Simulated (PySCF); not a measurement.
AgF2, charge +1, SMILES `[Ag+].FF`.

Level of theory: PBE/def2-SVPD (PySCF), at a geometry from GFN2-xTB. Core potentials replace the inner electrons of Ag; spin–orbit coupling isn't included. GFN2-xTB bond lengths at metals and heavier atoms can be off by up to 0.1 Å and shapes distorted, which carries into these values.

Input

```python
import numpy as np
from pyscf import gto, scf, dft
from pyscf.scf import atom_ks, atom_hf
from scipy.linalg import block_diag
from pyscf.dispersion import dftd3

def solve(mol, dm0=None, hcore=None):
    mf = (dft.UKS if mol.spin else dft.RKS)(mol, xc='pbe')
    mf.grids.level = 3
    mf = mf.density_fit(auxbasis='def2-universal-jkfit')
    mf.conv_tol, mf.max_cycle = 1e-8, 80
    if hcore is not None:
        mf.get_hcore = lambda *args: hcore
    mf.kernel(dm0)
    if not mf.converged:
        mf = mf.newton().run(mf.mo_coeff, mf.mo_occ, max_cycle=30)
    assert mf.converged, 'SCF not converged'
    return mf

mol = gto.M(atom='''
Ag    -0.82889    -0.02883     0.00000
F      2.76350    -0.30076     0.00000
F      1.56515     0.45131     0.00000
''', basis='def2-svpd', ecp={'Ag': 'def2-svpd'}, charge=1, spin=0, verbose=4)
mol_a = gto.M(atom='''
Ag    -0.82889    -0.02883     0.00000
ghost-F      2.76350    -0.30076     0.00000
ghost-F      1.56515     0.45131     0.00000
''', basis='def2-svpd', ecp={'Ag': 'def2-svpd'}, charge=1, spin=0, verbose=4)
mol_b = gto.M(atom='''
ghost-Ag    -0.82889    -0.02883     0.00000
F      2.76350    -0.30076     0.00000
F      1.56515     0.45131     0.00000
''', basis='def2-svpd', charge=0, spin=0, verbose=4)
ab, a, b = solve(mol), solve(mol_a), solve(mol_b)
e_int = ab.e_tot - a.e_tot - b.e_tot
print('counterpoise-corrected interaction energy / kcal/mol', e_int * 627.5095)
def disp(atoms, charge):
    m = gto.M(atom=atoms, charge=charge, basis='sto-3g', spin=None, unit='Bohr', verbose=0)
    return dftd3.DFTD3Dispersion(m, xc='pbe', version='d3bj').get_dispersion()['energy']
e_disp = disp(mol._atom, mol.charge) - disp(mol._atom[:1], mol_a.charge) - disp(mol._atom[1:], mol_b.charge)
print('D3(BJ) part / kcal/mol', e_disp * 627.5095)
# spherically averaged free atoms, for the promolecule
atom_ks.AtomSphAverageRKS.init_guess_by_vsap = lambda self, mol=None: self.init_guess_by_minao(mol)  # core potentials
atm = atom_ks.get_atm_nrks(mol, xc='pbe')
pro = block_diag(*[(atm[a[0]][2] * atm[a[0]][3]) @ atm[a[0]][2].T for a in mol._atom])
np.savez('result.npz', e_int=e_int, e_disp=e_disp, dm_a=a.make_rdm1(), dm_b=b.make_rdm1(), c=ab.mo_coeff, occ=ab.mo_occ, eps=ab.mo_energy, pro=pro, d=[f.dip_moment(verbose=0) for f in (ab, a, b)])
```

Launched as:

```sh
OMP_NUM_THREADS=1 python input.py
```

The run took 16 s on 1 thread of Intel(R) Xeon(R) Platinum 8488C (Sapphire Rapids) (shared host), peak memory 0.28 GiB.

Partitions, critical points and surface values were worked out afterwards from this run's density.

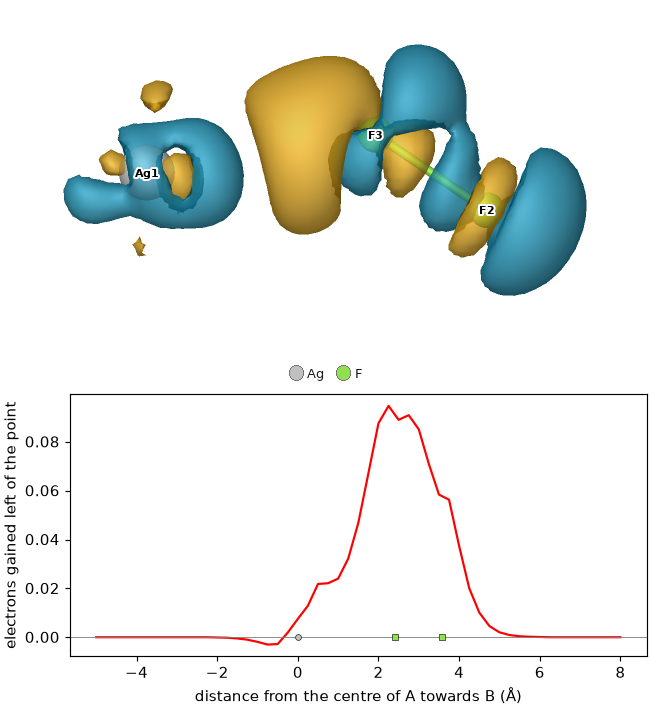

Density of the complex less the densities of the two fragments at the same geometry, ±0.01 e/Å³ (yellow: gain, teal: loss). Fragment A: Ag(+1) (atom 1); fragment B: F2. Below: the charge-displacement curve along the line of centres (A on the left).

**How is the density rearranged on binding?**

Hirshfeld charges show 0.044 e passing from B to A. By Hirshfeld charges, electrons gather most on Ag1 (−0.044 e) and leave F2 most (+0.072 e); 0.17 e is displaced in all.

**What is the interaction energy, and which contacts carry it?**

The counterpoise-corrected interaction energy of the frozen fragments is −4.9 kcal/mol without dispersion correction and −5.4 kcal/mol with D3(BJ). D3 uses neutral-atom coefficients and tends to overbind metal cations. The pair geometry is semi-empirical, not a minimum at this level. Contacts: Ag1···F3, 2.44 Å, ρ = 0.031 a.u. The pose is a local one from a semi-empirical search, not shown to be the most stable.
